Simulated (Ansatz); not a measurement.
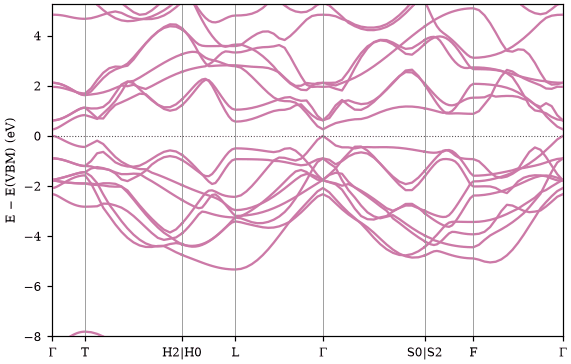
Figure: Band structure from the program Ansatz at the PBE+D3(BJ) level (PAW)

Task: Read off the gap and where the band edges lie.

Result: About 0.3 eV (0.26 eV by a search for the band edges); maximum at Γ, minimum at Γ.

The material is Bi2Te3 in space group R-3m (No. 166; Bi on 6c, Te on 6c, Te on 3a).

The cell was relaxed with PBE+D3(BJ) under the symmetry of its start. Spin–orbit coupling is left out wherever it is not named.

Potentials: the later of the program's two PAW sets.
